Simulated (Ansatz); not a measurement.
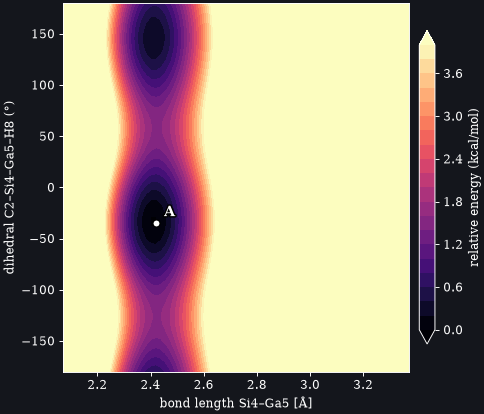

C2H4FGaSi, SMILES FC1=C[SiH]1[GaH2]. Coordinates scanned: (1) bond length Si4–Ga5; (2) dihedral C2–Si4–Ga5–H8. Nothing is relaxed (all other coordinates rigid). Grid: 9 × 10 points. All energies are given in kcal/mol relative to the lowest grid point. Level of theory: RKS PBE-D4/def2-SVP in Ansatz.

In the figure: filled contours, one colour for all values above the top of the scale, the point A. Between grid points the surface is interpolated.

**Find the lowest pass out of the well at A.**

The easiest path leads from the well at bond length Si4–Ga5 = 2.397 Å, dihedral C2–Si4–Ga5–H8 = −36° to the well at bond length Si4–Ga5 = 2.397 Å, dihedral C2–Si4–Ga5–H8 = 144°, about 0.24 kcal/mol higher (on a rigid scan; wells that are mirror images or exchange like atoms can differ by this much). Its highest point lies about 1.6 kcal/mol above the bottom of the first well on the interpolated surface, at about bond length Si4–Ga5 = 2.42 Å, dihedral C2–Si4–Ga5–H8 = −125°. Seen from the upper well the barrier is about 1.3 kcal/mol. The start is the relaxed structure and all else is held, so a fully relaxed path at this level can only be lower.

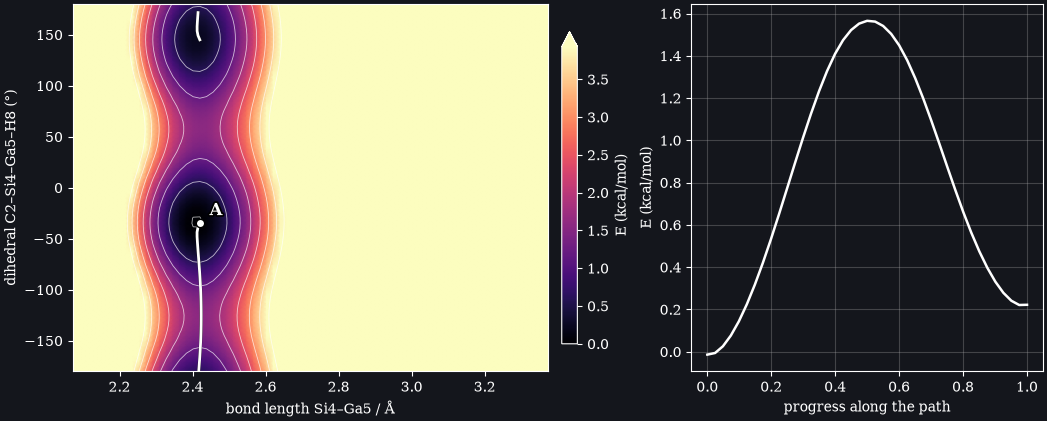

In the figure: a smooth colour map with a few white contour lines, a line along the lowest path, one colour for all values above the top of the scale, the energy along the path at the right. Between grid points the surface is interpolated.
